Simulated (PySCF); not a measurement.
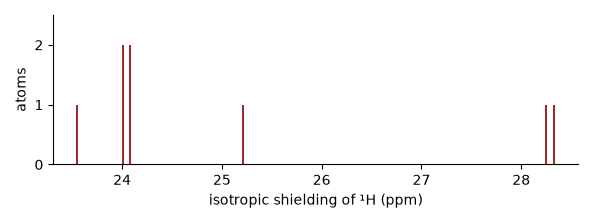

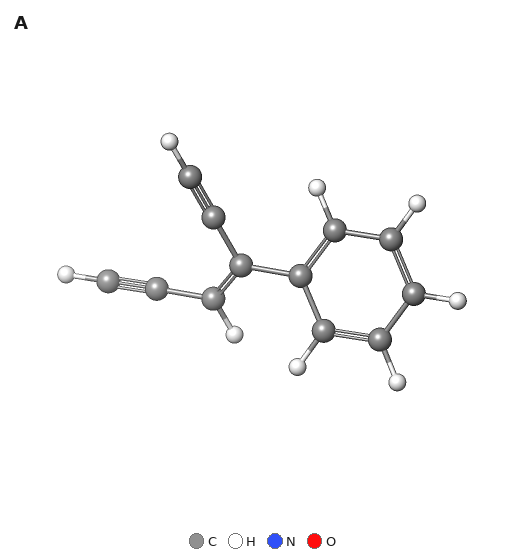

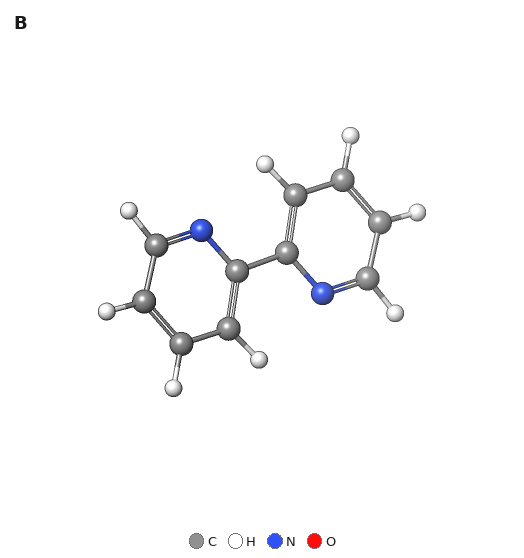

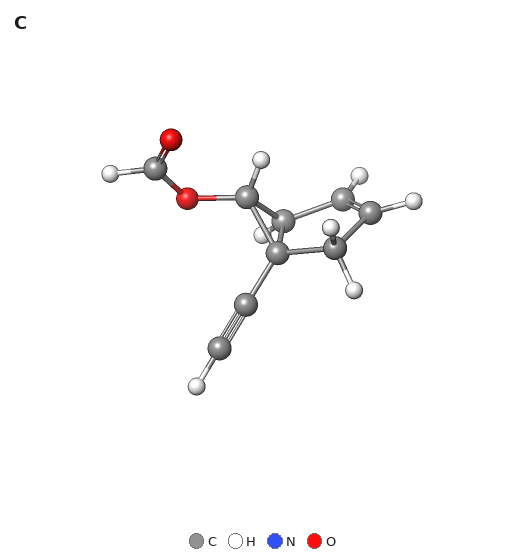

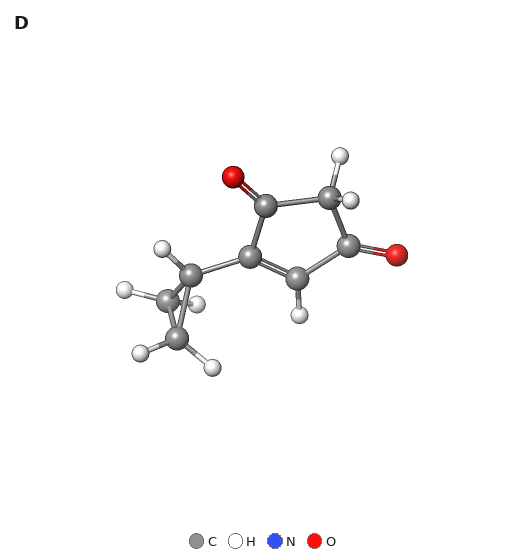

The sticks are computed shieldings of one of the molecules, for one fixed geometry (GFN2-xTB) without averaging over rotations. Low shielding means a high chemical shift. Method: GIAO PBE0/pcSseg-1 NMR shielding, non-relativistic, gas phase (PySCF 2.14.0).

Match the spectrum to a structure.

A, `C#C/C=C(\C#C)c1ccccc1`. Its 8 H atoms give lines at 23.55, 24.01 (2 atoms), 24.08 (2 atoms), 25.21, 28.24, 28.33 ppm.
